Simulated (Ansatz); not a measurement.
## Electronic structure of BGeH₃O (SMILES [BH]1[O][GeH2]1) in real space

The calculation's input:

```
crystal:
  periodic: [false, false, false]
  atoms:
    - {symbol: B, position_ang: [-0.518277, -1.049475, -0.273493]}
    - {symbol: O, position_ang: [0.613081, -0.992536, 0.356370]}
    - {symbol: Ge, position_ang: [0.028378, 0.870209, -0.018976]}
    - {symbol: H, position_ang: [-1.275373, -1.875261, -0.674207]}
    - {symbol: H, position_ang: [1.206653, 1.462780, -0.810278]}
    - {symbol: H, position_ang: [-0.012362, 1.520284, 1.374386]}
basis:
  gaussian: {orbitals: def2-TZVPP}
hamiltonian: {xc: pbe0, dispersion: d4}
output: {orbitals: {seedname: orbitals}}
```

Launched as:

```sh
ansatz run in.yaml --threads 2 --pin off --events-out ev --progress --plain --max-ram 4352MiB
```

Geometry: PBE0-D4/def2-TZVP.

Computed with RKS PBE0-D4/def2-TZVPP (Ansatz).

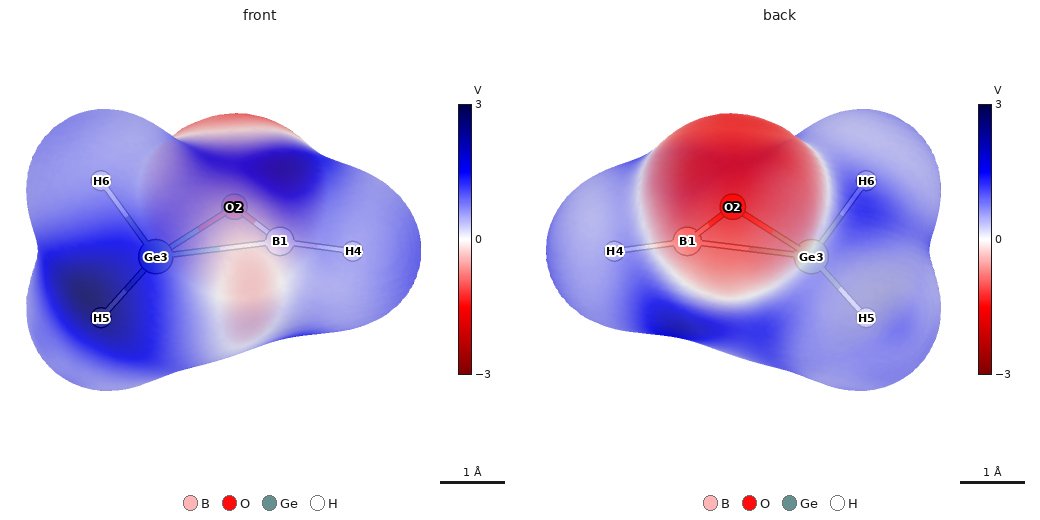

Figure 1. The molecular electrostatic potential painted on the density surface at 0.004 e/bohr³, seen from the front and from behind; red is negative and blue positive.

Describe the electrostatic potential map.

The most negative region (about −1.5 V) lies over O2, the most positive (about +2.7 V) over Ge3. O2 is the likeliest acceptor of a hydrogen bond.

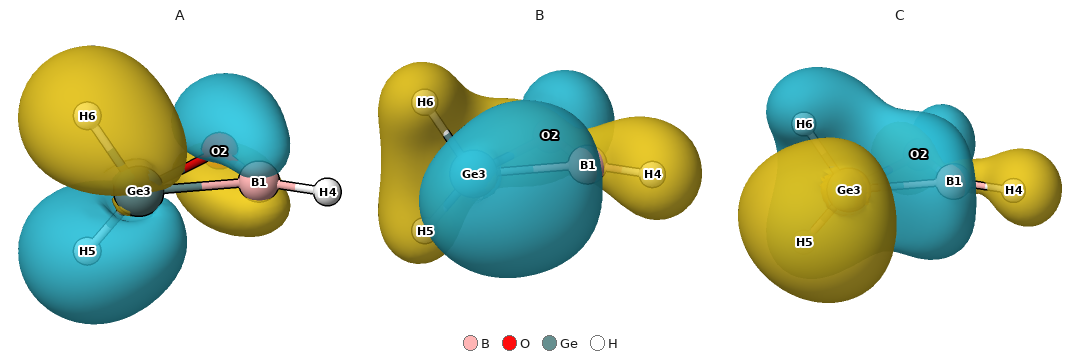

Figure 2. Three frontier orbitals at ±0.08 Å⁻³ᐟ² (yellow and cyan are the two phases), in no order.

Order the three orbitals by energy and name them.

A is the HOMO−1 (−9.38 eV). By Hirshfeld shares it lies mainly on Ge3 (about 30 %), O2 (about 20 %), H6 (about 20 %) and H5 (about 20 %). B is the HOMO (−7.03 eV). It lies mainly on Ge3 (about 45 %), O2 (about 20 %) and B1 (about 20 %). C is the LUMO (−1.25 eV). Its weight (Hirshfeld) is mainly on Ge3 (about 60 %), B1 (about 15 %) and O2 (about 15 %).

What is the HOMO–LUMO gap?

5.78 eV between the orbital energies.

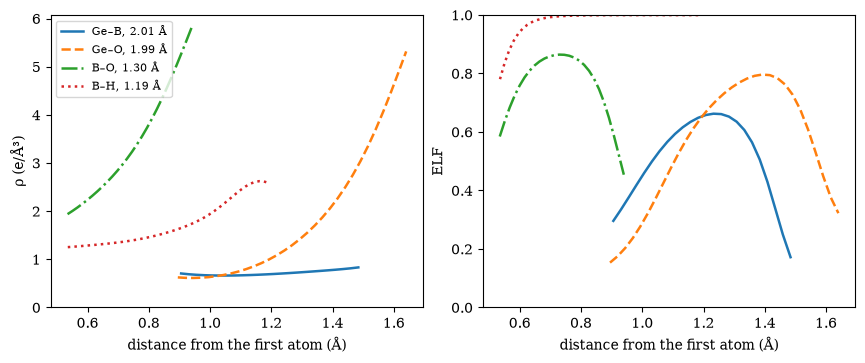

Figure 3. Total electron density and electron localisation function along straight lines between neighbouring atoms. The curves leave out the atomic cores.

What can be read from the curves?

Ge–B (2.01 Å): ρ at the midpoint is about 0.67 e/Å³; the ELF peaks at about 0.65 in the valence shell of B, 0.8 Å from its nucleus, and is about 0.45 at the midpoint.
Ge–O (1.99 Å): the density is about 0.63 e/Å³ at the midpoint; the ELF peaks at about 0.80 in the valence shell of O, 0.6 Å from its nucleus, and is about 0.30 at the midpoint.
B–O (1.30 Å): ρ is about 2.5 e/Å³ halfway; the ELF peaks at about 0.85 between the atoms: a polar covalent bond.
B–H (1.19 Å): ρ is about 1.3 e/Å³ halfway; the ELF climbs to about 1 towards the hydrogen, as it does in any bond to H; an ordinary covalent bond to hydrogen.

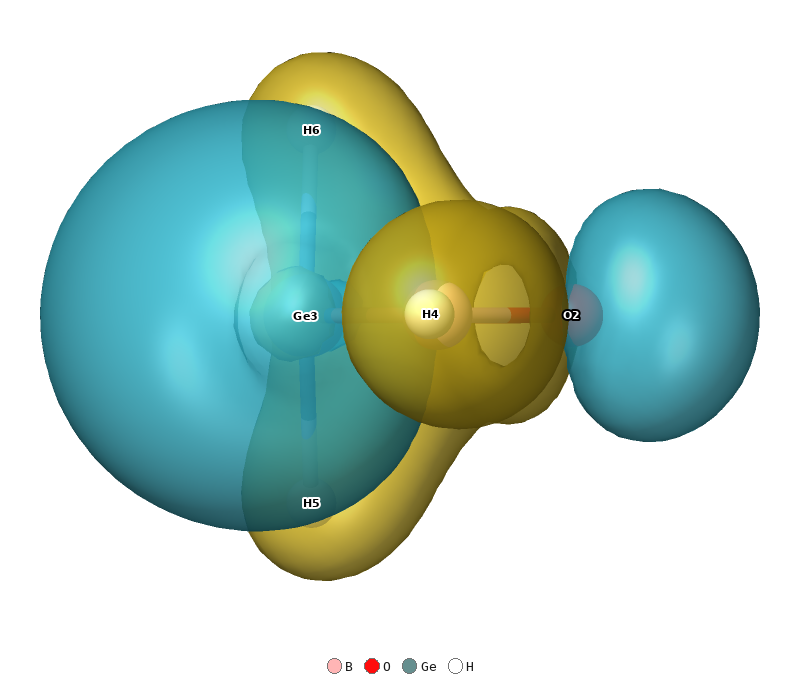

Figure 4. One frontier orbital at ±0.1 Å⁻³ᐟ² (yellow and cyan are the two phases), seen at an oblique angle.

Which orbital is it: HOMO or LUMO?

The HOMO, at −7.03 eV. Its weight (Hirshfeld) is mainly on Ge3 (about 45 %), O2 (about 20 %) and B1 (about 20 %).
